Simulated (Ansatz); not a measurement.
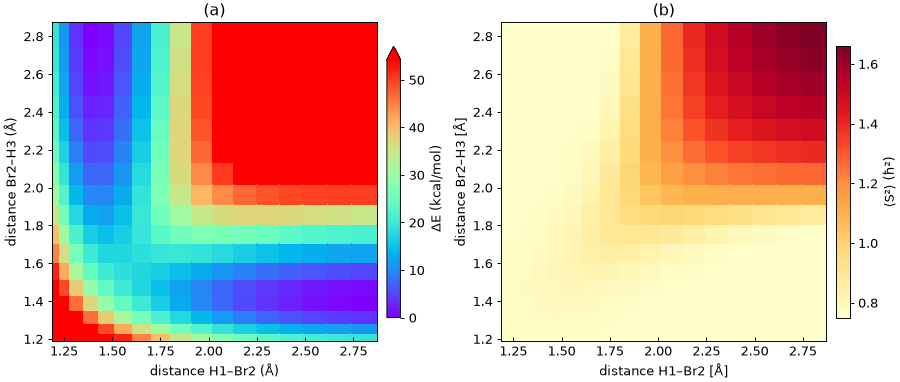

The system H + BrH, spin multiplicity 2. 
- The first coordinate is: distance H1–Br2; the second: distance Br2–H3.
- Nothing is relaxed (the angle H1–Br2–H3 is fixed at 180 degrees).
- The grid has 17 × 17 points; 153 points were computed and 136 follow by symmetry.
- Points are written as (first, second).
- Energies: kcal/mol, counted from the lowest grid point.
- In part of the range the unrestricted reference is strongly spin-contaminated.
- Method: UHF-MP2, frozen core/def2-TZVPD in Ansatz 0.2.0.

Panel (a) is the energy and panel (b) the computed ⟨S²⟩ on the same grid.

The picture shows one coloured cell a grid point, one colour for all values above the top of the scale.

Q: How does the ⟨S²⟩ vary over the map, and what is it at the lowest grid point?

A: Leaving out the highest fifth of the energies, it runs from 0.75 ħ² at (1.208 Å, 2.808 Å) to 1.22 ħ² at (2.076 Å, 2.309 Å). At the lowest grid point, (1.390 Å, 2.808 Å), it is 0.75 ħ². That point lies on the edge of the scan.
